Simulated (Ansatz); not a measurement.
# ClGeH: the cost of one run

All numbers are computed with the Python package of Ansatz 0.2.0. Level of theory: PBE0+D3(BJ)/def2-SVP.

## Step 1: The structure

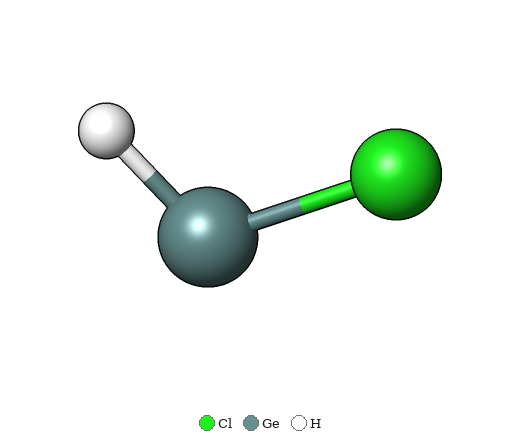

The starting structure, viewed from a chosen angle; chlorine green, germanium teal, hydrogen white.

The script holds or builds the structure itself.

## Step 2: The code

clgeh_relaxed_scan.py reads:

```python
import ansatz
import numpy as np

geometry = (
    ansatz.Crystal.molecule()
    .atom("Cl", (1.2732, -1.056, 0.5736))
    .atom("Ge", (-0.5981, -0.2781, -0.3546))
    .atom("H", (-0.686, 1.2694, -0.2323))
)

setup = (
    geometry.calculation()
    .basis(gaussian="def2-SVP")
    .functional("pbe0", dispersion="d3bj")
)
symbols = [site.symbol for site in geometry.cartesian_sites]
pairs = [(0, 1), (1, 2)]
print("held (A)   E (eV)        ", "  ".join(f"{symbols[i]}{i}-{symbols[j]}{j}" for i, j in pairs))
for length in [1.43, 1.55, 1.68, 1.87, 2.1]:
    rep = setup.relax(constraints=[ansatz.DistanceConstraint((1, 2), at=length)], force_tolerance=0.02, max_steps=60).run(threads=1).report
    xyz = np.array(rep["positions_ang"])
    print(f"{length:6.2f} {rep['free_energy_ev']:14.5f}  ", "  ".join(f"{np.linalg.norm(xyz[i] - xyz[j]):.3f}" for i, j in pairs))
```

## Step 3: The run

The run is started by

```bash
> python clgeh_relaxed_scan.py
```

Q: Estimate wall time and peak memory on 1 thread of Arm Neoverse V1, shared host.

About 34 s, with a peak of 0.18 GiB.
